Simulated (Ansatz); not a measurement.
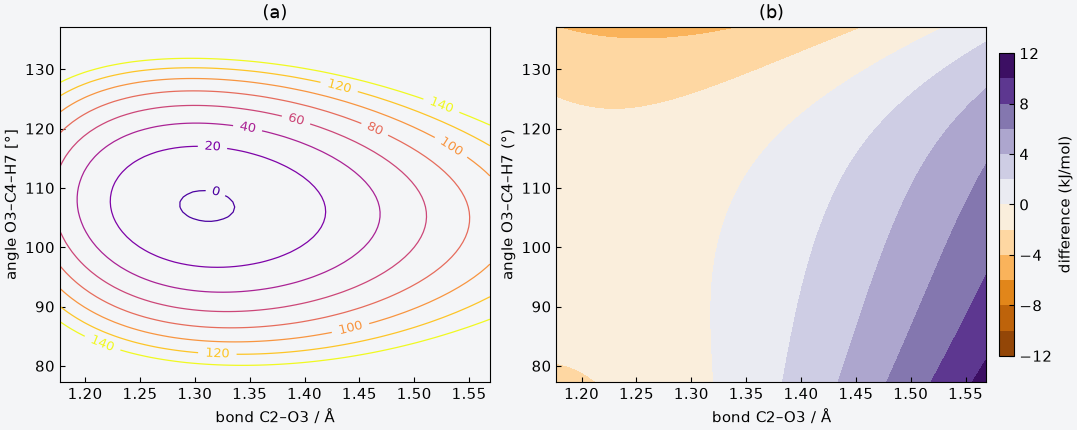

C₃H₂O₂, SMILES C#COC=O. 
- Two internal coordinates are moved rigidly from the geometry relaxed at PBE0-D4/def2-TZVP, all others fixed.
- First axis: bond C2–O3. Second axis: angle O3–C4–H7.
- The grid has 5 × 5 points.
- Points are written as (first, second).
- All energies are given in kJ/mol relative to each map's own lowest point.
- Level of theory: RKS r2SCAN-D4/def2-TZVPP in Ansatz 0.2.0.

Panel (a): RKS r2SCAN-D4/def2-TZVPP (Ansatz 0.2.0). Panel (b): the map at RKS PBE0-D4/def2-TZVPP in Ansatz 0.2.0 less the map of (a), each from its own lowest point.

**How does the change of method alter the landscape?**

The difference runs from −4.5 kJ/mol at (1.241 Å, 137.2°) to 11 kJ/mol at (1.569 Å, 77.2°). The interpolated minimum moves from 1.3099 to 1.3068 Å in bond C2–O3 and 107.19 to 107.31° in angle O3–C4–H7.
